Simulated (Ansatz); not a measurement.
# [NH4]+ (ammonium) at 6 levels

We compute a comparison of 6 runs (BHLYP/6-31G, UB3LYP/6-31G, UPBE0/3-21G, MP2/3-21G, UMP2/6-31G, UCCSD(T)/6-31G) of [NH4]+ (ammonium). 

The results are computed with Ansatz 0.2.0.

2 further runs of the same task are left out: 2 set aside as unsound or not needed.

## (1) The molecule

[NH4]+: 5 atoms, total charge +1, spin state singlet. SMILES: `[NH4+]`. The H2–N1 distance was set to 1.279 Å, away from the relaxed value.

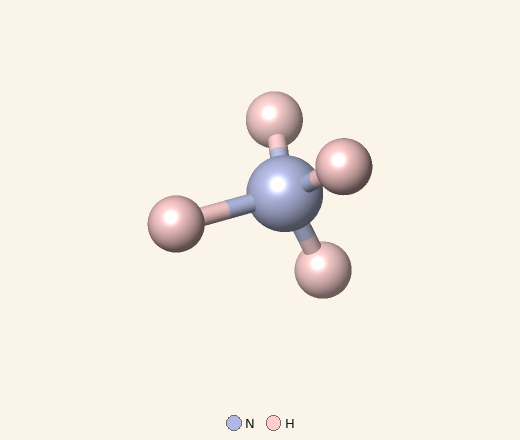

The structure, seen from a chosen angle (nitrogen light blue, hydrogen pink).

## (2) A single-point energy at BHLYP/6-31G (run 1)

run.yaml reads:

```yaml
crystal:
  periodic: [false, false, false]
  atoms:
    - symbol: "N"
      position_ang: [-0.113334, 0.111992, -0.200278]
    - symbol: H
      position_ang: [0.453330, -0.447860, 0.801010]
    - symbol: H
      position_ang: [-1.085774, 0.328162, 0.034932]
    - symbol: H
      position_ang: [-0.089404, -0.521478, -1.003928]
    - symbol: H
      position_ang: [0.381816, 0.977112, -0.432858]
basis:
  gaussian: {orbitals: 6-31G}
total_charge: 1
hamiltonian: {xc: {name: BHLYP}}
accuracy: high
```

Run with:

```
$ ansatz run run.yaml --threads 1 --pin off --max-ram 3480MiB --events-out events.jsonl --progress --plain --runs-dir runs
```

Standard output:

```text
Warning: RAYON_NUM_THREADS=1 ignored (pool sized by the plan → 1); use --threads N
Functional definition: BHLYP
  name "BHLYP"
  parameter a = 0.5
  exchange = (1 - a)*b88_x + a*exact_x
  correlation = lyp_c
409 factors; integrals over basis functions are off by at most 3.1e-9 eV
mean field evaluation 1: about -1537.3617 eV, gradient 6.6e1 eV
mean field evaluation 2: about -1537.4852 eV, gradient 6.3e1 eV
mean field evaluation 4: about -1545.9194 eV, gradient 1.4e-1 eV
mean field evaluation 8: about -1545.9118 eV, gradient 1.0e-4 eV
mean field -1545.91181704 eV, -56.8112114194 hartree, gradient 2.6e-8 eV, S^2 0.000000; 0 other end points of the search recorded, 0 dependent functions left out
reference -1545.91183136 eV, -56.8112119459 hartree; 5, 5 occupied and 12, 12 virtual orbitals, 409 factors
Total energy: -1545.91183136 eV, -56.8112119459 hartree
```

Wall time 0.58 s (1 thread of Arm Neoverse V1, shared host).

## (3) A single-point energy at UB3LYP/6-31G (run 2)

molecule.yaml reads:

```yaml
crystal:
  periodic: [false, false, false]
  atoms:
    - {symbol: "N", position_ang: [-0.113334, 0.111992, -0.200278]}
    - {symbol: H, position_ang: [0.453330, -0.447860, 0.801010]}
    - {symbol: H, position_ang: [-1.085774, 0.328162, 0.034932]}
    - {symbol: H, position_ang: [-0.089404, -0.521478, -1.003928]}
    - {symbol: H, position_ang: [0.381816, 0.977112, -0.432858]}
basis:
  gaussian: {orbitals: 6-31G}
total_charge: 1
magnetization: {spin_polarized: true}
hamiltonian: {xc: {name: B3LYP}}
accuracy: high
```

Run with:

```
$ ansatz run molecule.yaml --threads 1 --pin off --max-ram 3480MiB --events-out events.jsonl --progress --plain --runs-dir runs
```

Standard output:

```text
Warning: RAYON_NUM_THREADS=1 ignored (pool sized by the plan → 1); use --threads N
Functional definition: B3LYP
  name "B3LYP"
  parameter a0 = 0.2
  parameter ax = 0.72
  parameter ac = 0.81
  exchange = (1 - a0 - ax)*slater_x + ax*b88_x + a0*exact_x
  correlation = (1 - ac)*vwn_rpa_c + ac*lyp_c
409 factors; integrals over basis functions are off by at most 3.1e-9 eV
mean field evaluation 1: about -1533.8596 eV, gradient 5.8e1 eV
mean field evaluation 2: about -1523.1332 eV, gradient 7.0e1 eV
mean field evaluation 4: about -1547.1554 eV, gradient 2.3e-1 eV
mean field evaluation 8: about -1547.1465 eV, gradient 2.8e-3 eV
mean field evaluation 16: about -1547.1465 eV, gradient 2.2e-8 eV
mean field -1547.14651862 eV, -56.8565858659 hartree, gradient 2.2e-8 eV, S^2 0.000000; 0 other end points of the search recorded, 0 dependent functions left out
reference -1547.14653938 eV, -56.8565866287 hartree; 5, 5 occupied and 12, 12 virtual orbitals, 409 factors
Total energy: -1547.14653938 eV, -56.8565866287 hartree
```

Run time: 0.99 s. Hardware: 1 thread of Arm Neoverse V1, shared host; peak memory 0.1 GiB.

Runs 3 to 5 aren't shown in full; the table further down has their settings and results.

## (4) A single-point energy at UCCSD(T)/6-31G (run 6)

job.yaml reads:

```yaml
crystal:
  periodic: [false, false, false]
  atoms:
    - {symbol: "N", position_ang: [-0.113334, 0.111992, -0.200278]}
    - {symbol: H, position_ang: [0.453330, -0.447860, 0.801010]}
    - {symbol: H, position_ang: [-1.085774, 0.328162, 0.034932]}
    - {symbol: H, position_ang: [-0.089404, -0.521478, -1.003928]}
    - {symbol: H, position_ang: [0.381816, 0.977112, -0.432858]}
basis:
  gaussian: {orbitals: 6-31G}
total_charge: 1
magnetization: {spin_polarized: true}
correlation: {method: ccsd_t, frozen_orbitals: {H: 0, "N": 1}}
accuracy: high
scf: {omitted_lower_state_checks: [cluster_reference, increment]}
```

Run with:

```
$ ansatz run job.yaml --threads 1 --pin off --max-ram 3480MiB --events-out events.jsonl --progress --plain --runs-dir runs
```

Standard output:

```text
Warning: RAYON_NUM_THREADS=1 ignored (pool sized by the plan → 1); use --threads N
[... 11 lines left out ...]
1 core orbitals not correlated: weight in the atoms' cores, before any rotation towards them, 1.000 or more for the frozen orbitals, at most 0.000 for the correlated occupied ones
[... 20 lines left out ...]
Total energy: -1540.75775934 eV, -56.6218032926 hartree
Checks for a lower state left out: cluster_reference, increment
```

Run time: 0.2 s. Hardware: 1 thread of Arm Neoverse V1, shared host.

## (5) All runs side by side

| run | level | frozen core orbitals | energy (Eh) | wall time |
| --- | --- | --- | --- | --- |
| 1 | BHLYP/6-31G | – | -56.811212 | 0.58 s |
| 2 | UB3LYP/6-31G | – | -56.856587 | 0.99 s |
| 3 | UPBE0/3-21G | – | -56.499423 | 0.89 s |
| 4 | MP2/3-21G | 1 | -56.323980 | 0.08 s |
| 5 | UMP2/6-31G | 1 | -56.604055 | 0.1 s |
| 6 | UCCSD(T)/6-31G | 1 | -56.621803 | 0.2 s |

## (6) Summary of results

| quantity | value |
| --- | --- |
| run 6: total energy | -56.62180 Eh |
| run 6: correlation energy (1 core orbital frozen) | -142.5 mEh |
| run 6: (T) correction | -1.66 mEh |
| run 6: T1 diagnostic | 0.009 |

Totals of different functionals can't be ranked against each other. All runs together took 2.8 s, the longest 0.99 s.
